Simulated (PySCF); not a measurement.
SMILES [CH2]CCCOC(C)=O (C₆H₁₁O₂), doublet at its GFN2-xTB optimised geometry (Å):

```
19

C      2.7732     0.3809    -1.2613
C      1.3009     0.3563    -1.2318
C      0.7423    -0.3516     0.0000
C     -0.7789    -0.3516     0.0000
O     -1.2342    -1.0261     1.1733
C     -2.5545    -1.0370     1.3820
C     -2.8935    -1.7489     2.6653
O     -3.3496    -0.5268     0.6381
H      3.2846     0.8527    -2.0767
H      3.3496    -0.0663    -0.4775
H      0.9155    -0.1325    -2.1396
H      0.9077     1.3835    -1.2719
H      1.0958     0.1463     0.9043
H      1.0958    -1.3835     0.0257
H     -1.1765    -0.8681    -0.8816
H     -1.1781     0.6695     0.0000
H     -2.1162    -2.4640     2.9144
H     -2.9637    -1.0107     3.4620
H     -3.8566    -2.2405     2.5662
```

Method: unrestricted CAM-B3LYP/def2-SVP (PySCF). Cells within 0.4 Å of a nucleus heavier than hydrogen are left out (blank, or x).

Map of the HOMO−1 amplitude (α) (bohr^(-3/2)), clipped to [-0.25, 0.25] on the plane z = 1.0 Å; orbital energy -9.17 eV, overall sign arbitrary:

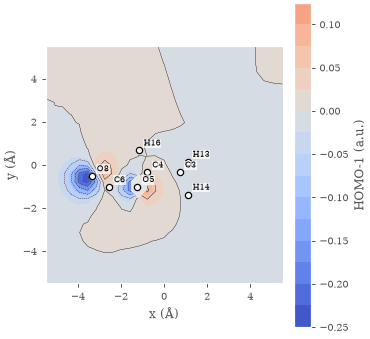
Figure. HOMO−1 amplitude (α) (bohr^(-3/2)), clipped to [-0.25, 0.25] on the plane z = 1.0 Å.
